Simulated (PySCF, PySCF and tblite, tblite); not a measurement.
# C₄H₄FNO₂: telling isomers apart by computed NMR, part 2 of 3

PySCF and tblite. Atoms count from 0.

## 7. Shieldings, isomer B, conformer 1: KT3/pcSseg-1 in dichloromethane

The job: settings as JSON, then the geometry in Å.

```
{"job": {"xc": "KT3", "basis": "pcSseg-1", "solvent": "dichloromethane", "kind": "nmr", "pop": false}, "charge": 0, "multiplicity": 1}
O     -0.304521     2.081839     0.094164
C      0.301105     0.903145    -0.036202
O      1.636882     0.847345    -0.232571
C      1.905007    -0.474621    -0.345111
N      0.868497    -1.223643    -0.236758
C     -0.191752    -0.374523    -0.038000
C     -1.581939    -0.856291     0.172248
F     -1.961480    -0.703153     1.489288
H      0.353633     2.788621     0.092885
H      2.915543    -0.784687    -0.508407
H     -2.299894    -0.281424    -0.421766
H     -1.639882    -1.923294    -0.055799
```

The log of the run:

```text
coarse grid: 11144 points
cycle   1  E = -466.0037879622  dE =  1.519e+00  |g| = 9.965e-01  |ddm| = 3.398e+00
cycle   2  E = -465.6682657917  dE =  3.355e-01  |g| = 1.691e+00  |ddm| = 1.994e+00
cycle   3  E = -466.1656871554  dE = -4.974e-01  |g| = 1.615e-01  |ddm| = 1.389e+00
cycle   4  E = -466.1702457086  dE = -4.559e-03  |g| = 8.870e-02  |ddm| = 1.841e-01
cycle   5  E = -466.1716777541  dE = -1.432e-03  |g| = 2.981e-02  |ddm| = 7.162e-02
cycle   6  E = -466.1718514011  dE = -1.736e-04  |g| = 8.682e-03  |ddm| = 2.769e-02
cycle   7  E = -466.1718650339  dE = -1.363e-05  |g| = 4.393e-03  |ddm| = 1.010e-02
cycle   8  E = -466.1718696109  dE = -4.577e-06  |g| = 7.131e-04  |ddm| = 3.938e-03
final grid: 111336 points
cycle   9  E = -466.2712584784  dE = -2.571e-04  |g| = 2.774e-02  |ddm| = 6.866e-02
cycle  10  E = -466.2709936374  dE =  2.648e-04  |g| = 4.856e-02  |ddm| = 5.071e-02
cycle  11  E = -466.2713686551  dE = -3.750e-04  |g| = 5.260e-03  |ddm| = 3.484e-02
cycle  12  E = -466.2713745622  dE = -5.907e-06  |g| = 1.430e-03  |ddm| = 4.864e-03
cycle  13  E = -466.2713749271  dE = -3.650e-07  |g| = 4.158e-04  |ddm| = 1.200e-03
cycle  14  E = -466.2713749664  dE = -3.933e-08  |g| = 1.304e-04  |ddm| = 4.191e-04
cycle  15  E = -466.2713749701  dE = -3.699e-09  |g| = 4.084e-05  |ddm| = 1.398e-04
cycle  16  E = -466.2713749705  dE = -3.811e-10  |g| = 1.083e-05  |ddm| = 4.129e-05
converged SCF energy = -466.2713749705

GIAO shielding tensors (ppm)
atom      isotropic    diamagn.    paramagn.     s11        s22        s33       span
  0 O      225.219     389.876    -164.657    160.334    244.031    271.291    110.956
  1 C       29.680     257.637    -227.957    -23.423     36.488     75.974     99.397
  2 O       20.858     401.919    -381.061    -60.430    -29.882    152.884    213.314
  3 C       53.120     254.012    -200.892    -11.896     76.751     94.506    106.402
  4 N      -14.594     330.155    -344.748   -174.697    -62.946    193.862    368.559
  5 C       80.434     258.999    -178.564     43.196     67.255    130.852     87.655
  6 C      105.614     238.496    -132.883     72.476     86.636    157.729     85.254
  7 F      389.786     473.312     -83.526    341.237    383.707    444.414    103.177
  8 H       25.534      30.048      -4.513     17.569     23.102     35.931     18.362
  9 H       24.571      29.453      -4.882     20.813     24.611     28.290      7.477
 10 H       25.746      27.625      -1.879     22.286     26.057     28.895      6.609
 11 H       25.969      26.974      -1.004     21.851     26.222     29.835      7.984
```

Run time: 28 s. Hardware: 1 thread of AMD EPYC, shared host; peak memory 0.94 GiB.

In short: HOMO -5.52 eV, LUMO -0.88 eV; dipole 4.27 D.

## 8. Single-point energy, isomer B, conformer 1: B3LYP/def2-SVP in dichloromethane

Changed since step 7:

```diff
@@ -1,2 +1,2 @@
-{"job": {"xc": "KT3", "basis": "pcSseg-1", "solvent": "dichloromethane", "kind": "nmr", "pop": false}, "charge": 0, "multiplicity": 1}
+{"job": {"xc": "B3LYP", "basis": "def2-SVP", "solvent": "dichloromethane", "kind": "sp"}, "charge": 0, "multiplicity": 1}
 O     -0.304521     2.081839     0.094164
```

The log of the run:

```text
coarse grid: 11144 points
cycle   1  E = -459.2888002039  dE =  1.581e+00  |g| = 8.619e-01  |ddm| = 4.098e+00
cycle   2  E = -459.1418995847  dE =  1.469e-01  |g| = 1.254e+00  |ddm| = 1.978e+00
cycle   3  E = -459.4211279030  dE = -2.792e-01  |g| = 8.396e-02  |ddm| = 1.215e+00
cycle   4  E = -459.4221092549  dE = -9.814e-04  |g| = 5.328e-02  |ddm| = 1.031e-01
cycle   5  E = -459.4226377008  dE = -5.284e-04  |g| = 1.334e-02  |ddm| = 4.574e-02
cycle   6  E = -459.4226696792  dE = -3.198e-05  |g| = 4.884e-03  |ddm| = 1.453e-02
cycle   7  E = -459.4226748514  dE = -5.172e-06  |g| = 1.388e-03  |ddm| = 5.541e-03
final grid: 111336 points
cycle   8  E = -459.5054975457  dE = -3.290e-05  |g| = 6.926e-03  |ddm| = 2.571e-02
cycle   9  E = -459.5054776069  dE =  1.994e-05  |g| = 1.202e-02  |ddm| = 1.710e-02
cycle  10  E = -459.5055071725  dE = -2.957e-05  |g| = 1.177e-03  |ddm| = 1.109e-02
cycle  11  E = -459.5055074534  dE = -2.809e-07  |g| = 3.107e-04  |ddm| = 1.170e-03
cycle  12  E = -459.5055074695  dE = -1.611e-08  |g| = 9.053e-05  |ddm| = 3.319e-04
cycle  13  E = -459.5055074711  dE = -1.589e-09  |g| = 2.795e-05  |ddm| = 9.588e-05
cycle  14  E = -459.5055074712  dE = -1.456e-10  |g| = 8.854e-06  |ddm| = 3.113e-05
converged SCF energy = -459.5055074712
```

It took 13 s on 1 thread of AMD EPYC, shared host.

Key values: HOMO -6.26 eV, LUMO 0.01 eV; dipole 4.23 D.

## 9. Shieldings, isomer B, conformer 2: KT3/pcSseg-1 in dichloromethane

The job: settings as JSON, then the geometry in Å.

```
{"job": {"xc": "KT3", "basis": "pcSseg-1", "solvent": "dichloromethane", "kind": "nmr", "pop": false}, "charge": 0, "multiplicity": 1}
O     -0.071832     2.155350     0.028333
C      0.459542     0.933287    -0.086654
O      1.777126     0.836494    -0.348323
C      2.013741    -0.487935    -0.405405
N      0.971834    -1.217155    -0.204530
C     -0.054182    -0.331828     0.005451
C     -1.452006    -0.768908     0.279384
F     -2.257020     0.337107     0.451581
H     -1.017183     2.078862     0.218208
H      3.007075    -0.830756    -0.604628
H     -1.863107    -1.343315    -0.557364
H     -1.512789    -1.361889     1.197920
```

The log of the run:

```text
coarse grid: 11144 points
cycle   1  E = -466.0119654804  dE =  1.520e+00  |g| = 9.732e-01  |ddm| = 3.355e+00
cycle   2  E = -465.6972754173  dE =  3.147e-01  |g| = 1.641e+00  |ddm| = 2.091e+00
cycle   3  E = -466.1631979371  dE = -4.659e-01  |g| = 1.693e-01  |ddm| = 1.504e+00
cycle   4  E = -466.1685816146  dE = -5.384e-03  |g| = 8.787e-02  |ddm| = 2.252e-01
cycle   5  E = -466.1702758239  dE = -1.694e-03  |g| = 2.500e-02  |ddm| = 8.950e-02
cycle   6  E = -466.1704154036  dE = -1.396e-04  |g| = 8.147e-03  |ddm| = 2.869e-02
cycle   7  E = -466.1704257836  dE = -1.038e-05  |g| = 4.468e-03  |ddm| = 8.809e-03
cycle   8  E = -466.1704298095  dE = -4.026e-06  |g| = 7.857e-04  |ddm| = 3.256e-03
final grid: 111336 points
cycle   9  E = -466.2701174459  dE = -2.433e-04  |g| = 2.948e-02  |ddm| = 6.923e-02
cycle  10  E = -466.2698049568  dE =  3.125e-04  |g| = 5.235e-02  |ddm| = 5.660e-02
cycle  11  E = -466.2702416452  dE = -4.367e-04  |g| = 5.675e-03  |ddm| = 3.872e-02
cycle  12  E = -466.2702484290  dE = -6.784e-06  |g| = 1.529e-03  |ddm| = 5.094e-03
cycle  13  E = -466.2702488513  dE = -4.223e-07  |g| = 4.012e-04  |ddm| = 1.333e-03
cycle  14  E = -466.2702488882  dE = -3.684e-08  |g| = 1.180e-04  |ddm| = 4.123e-04
cycle  15  E = -466.2702488910  dE = -2.815e-09  |g| = 4.244e-05  |ddm| = 1.287e-04
cycle  16  E = -466.2702488914  dE = -3.994e-10  |g| = 1.082e-05  |ddm| = 4.109e-05
converged SCF energy = -466.2702488914

GIAO shielding tensors (ppm)
atom      isotropic    diamagn.    paramagn.     s11        s22        s33       span
  0 O      224.470     390.728    -166.258    168.426    243.125    261.859     93.433
  1 C       32.762     254.796    -222.034    -19.398     42.307     75.378     94.776
  2 O       34.625     399.352    -364.727    -63.753    -12.197    179.825    243.578
  3 C       51.870     253.976    -202.106    -14.572     76.802     93.380    107.952
  4 N       -3.679     330.779    -334.458   -169.188    -60.462    218.615    387.804
  5 C       80.553     264.152    -183.599     43.787     72.781    125.092     81.306
  6 C       98.850     240.125    -141.275     65.666     76.045    154.838     89.172
  7 F      444.525     474.441     -29.917    431.505    431.796    470.274     38.769
  8 H       25.404      32.998      -7.594     15.607     25.348     35.257     19.650
  9 H       24.449      29.147      -4.699     20.730     24.536     28.079      7.349
 10 H       25.504      27.365      -1.861     21.160     26.028     29.323      8.163
 11 H       25.506      27.374      -1.867     21.156     26.034     29.330      8.174
```

Run time: 28 s. Hardware: 1 thread of AMD EPYC, shared host; peak memory 0.94 GiB.

This run: HOMO -5.34 eV, LUMO -0.78 eV; dipole 0.72 D.

## 10. Single-point energy, isomer B, conformer 2: B3LYP/def2-SVP in dichloromethane

Changed since step 9:

```diff
@@ -1,2 +1,2 @@
-{"job": {"xc": "KT3", "basis": "pcSseg-1", "solvent": "dichloromethane", "kind": "nmr", "pop": false}, "charge": 0, "multiplicity": 1}
+{"job": {"xc": "B3LYP", "basis": "def2-SVP", "solvent": "dichloromethane", "kind": "sp"}, "charge": 0, "multiplicity": 1}
 O     -0.071832     2.155350     0.028333
```

The log of the run:

```text
coarse grid: 11144 points
cycle   1  E = -459.2985670175  dE =  1.583e+00  |g| = 8.374e-01  |ddm| = 4.018e+00
cycle   2  E = -459.1630835907  dE =  1.355e-01  |g| = 1.209e+00  |ddm| = 1.584e+00
cycle   3  E = -459.4214292073  dE = -2.583e-01  |g| = 8.307e-02  |ddm| = 9.720e-01
cycle   4  E = -459.4225352978  dE = -1.106e-03  |g| = 4.637e-02  |ddm| = 1.119e-01
cycle   5  E = -459.4229948777  dE = -4.596e-04  |g| = 9.491e-03  |ddm| = 4.691e-02
cycle   6  E = -459.4230127493  dE = -1.787e-05  |g| = 3.136e-03  |ddm| = 1.126e-02
cycle   7  E = -459.4230146676  dE = -1.918e-06  |g| = 8.152e-04  |ddm| = 3.155e-03
final grid: 111336 points
cycle   8  E = -459.5063385196  dE = -3.823e-05  |g| = 4.836e-03  |ddm| = 2.838e-02
cycle   9  E = -459.5063319120  dE =  6.608e-06  |g| = 7.663e-03  |ddm| = 9.785e-03
cycle  10  E = -459.5063430414  dE = -1.113e-05  |g| = 1.035e-03  |ddm| = 6.327e-03
cycle  11  E = -459.5063432654  dE = -2.240e-07  |g| = 2.921e-04  |ddm| = 1.064e-03
cycle  12  E = -459.5063432805  dE = -1.503e-08  |g| = 9.438e-05  |ddm| = 2.879e-04
cycle  13  E = -459.5063432822  dE = -1.785e-09  |g| = 1.593e-05  |ddm| = 8.751e-05
cycle  14  E = -459.5063432823  dE = -3.854e-11  |g| = 8.396e-06  |ddm| = 1.673e-05
converged SCF energy = -459.5063432823
```

It took 13 s on 1 thread of AMD EPYC, shared host.

Key values: HOMO -6.09 eV, LUMO 0.12 eV; dipole 0.80 D.

## 11. The ensemble, isomer B: properties at KT3/pcSseg-1 in dichloromethane

The job: settings as JSON, then the geometry in Å.

```
{"job": {"study": "conf", "smiles": "Oc1ocnc1CF", "search": {"seed": 334, "n_embed": 90, "ff_keep": 18, "window": 2.5, "nmax": 6, "temps": [250, 298.15, 350], "t_ref": 298.15, "order": 0.002}, "level": {"nmr": {"xc": "KT3", "basis": "pcSseg-1", "solvent": "dichloromethane"}, "sp": {"xc": "B3LYP", "basis": "def2-SVP", "solvent": "dichloromethane"}}, "kind": "conf"}, "charge": 0, "multiplicity": 1}
O     -0.071832     2.155350     0.028333
C      0.459542     0.933287    -0.086654
O      1.777126     0.836494    -0.348323
C      2.013741    -0.487935    -0.405405
N      0.971834    -1.217155    -0.204530
C     -0.054182    -0.331828     0.005451
C     -1.452006    -0.768908     0.279384
F     -2.257020     0.337107     0.451581
H     -1.017183     2.078862     0.218208
H      3.007075    -0.830756    -0.604628
H     -1.863107    -1.343315    -0.557364
H     -1.512789    -1.361889     1.197920
```

The log of the run:

```text
conformer  sym    E(xTB)   E(DFT)   G(298.15 K)  weight  dipole/D
    1     C1      0.324    0.728    0.021   0.4913    4.229
    2     Cs      0.000    0.000    0.000   0.5087    0.800

mean shielding (ppm) by class
class atoms           250 K   298.15 K      350 K
  0 O  0            224.801    224.838    224.866
  1 C  1             31.399     31.248      31.13
  2 O  2             28.535     27.861     27.336
  3 C  3             52.423     52.484     52.532
  4 N  4             -8.507     -9.041     -9.458
  5 C  5             80.501     80.495      80.49
  6 C  6            101.842    102.173    102.431
  7 F  7             420.31    417.633    415.542
  8 H  8             25.462     25.468     25.473
  9 H  9             24.503     24.509     24.514
 10 H  10,11         25.661     25.678     25.692
```

Run time: 85 s. Hardware: 1 thread of AMD EPYC, shared host. This counts the runs that the step sums up.

The search (ETKDG, MMFF94s, GFN2-xTB) embedded 90 structures, kept 2 distinct ones after the force field and 2 after xTB; 2 were carried on (window 2.5 kcal/mol at the search's own energies). Energies: B3LYP/def2-SVP in dichloromethane with D3(BJ).

Conformer by conformer (298 K):

| no. | group | mirror pair | ΔE xTB | ΔE DFT | ΔG | weight (%) | μ (D) | H8–O0–C1–O2 (°) | N4–C5–C6–F7 (°) | A, B, C (GHz) |
| --- | --- | --- | --- | --- | --- | --- | --- | --- | --- | --- |
| 1 | C1 | yes | 0.32 | 0.73 | 0.02 | 49.1 | 4.23 | -4 | 107 | 3.42, 1.83, 1.28 |
| 2 | Cs | no | 0.00 | 0.00 | 0.00 | 50.9 | 0.80 | -180 | 180 | 3.78, 1.91, 1.28 |

Energies in kcal/mol. ΔG holds xTB vibrations and rotation, symmetry numbers and mirror pairs.

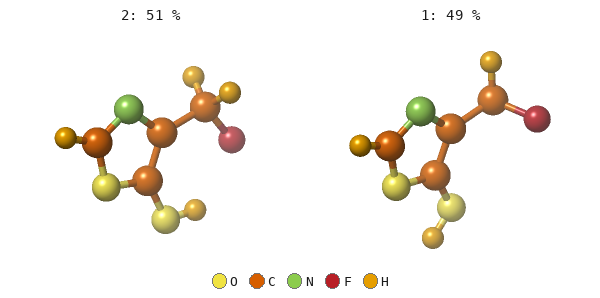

The conformers with their weights.

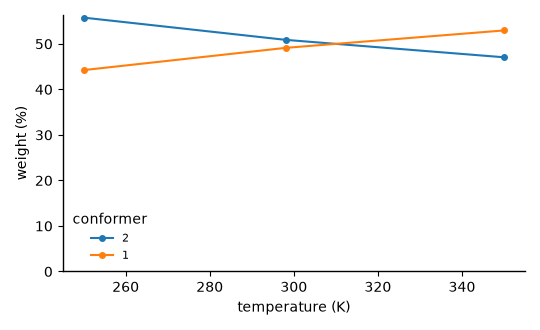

Weights against temperature.

How the weights hang on the way they are made:

| scheme | 2 | 1 | mean μ (D) |
| --- | --- | --- | --- |
| DFT free energy | 51 | 49 | 2.48 |
| DFT energy, symmetry counted | 63 | 37 | 2.07 |
| DFT energy alone | 77 | 23 | 1.58 |
| xTB energy, symmetry counted | 46 | 54 | 2.64 |
| xTB free energy | 34 | 66 | 3.05 |
| lowest conformer only | 100 | 0 | 0.80 |
| equal weights | 50 | 50 | 2.51 |

Shifts against references run at the same level (¹³C TMS 185.4, ¹H TMS 31.74 ppm of shielding), by class of atoms, at 298 K:

| atoms | environment | no. 2 | no. 1 | average |
| --- | --- | --- | --- | --- |
| C1 | aromatic carbon bearing oxygen | 152.7 | 155.7 | 154.2 |
| C3 | aromatic CH between two ring heteroatoms | 133.6 | 132.3 | 132.9 |
| C5 | substituted aromatic carbon next to a ring nitrogen | 104.9 | 105.0 | 104.9 |
| C6 | sp3 CH2 bonded to F, on an aromatic ring | 86.6 | 79.8 | 83.2 |
| H9 | hydrogen on an aromatic CH between two ring heteroatoms | 7.29 | 7.17 | 7.23 |
| H8 | hydrogen on a phenol-type oxygen | 6.34 | 6.21 | 6.27 |
| H10, H11 | hydrogen on an sp3 CH2 bonded to F, on an aromatic ring | 6.24 | 5.88 | 6.06 |
| O2 | aromatic ring oxygen | 34.6 (σ) | 20.9 (σ) | 27.9 (σ) |
| O0 | phenol-type oxygen | 224.5 (σ) | 225.2 (σ) | 224.8 (σ) |
| N4 | pyridine-type nitrogen of an azole | -3.7 (σ) | -14.6 (σ) | -9.0 (σ) |
| F7 | fluorine on an sp3 carbon | 444.5 (σ) | 389.8 (σ) | 417.6 (σ) |

Effective distances for nuclear Overhauser effects, ⟨r⁻⁶⟩^(−1/6) over all pairs of two classes (Å): H8···H10 3.87.

(Continued in part 3 of 3.)
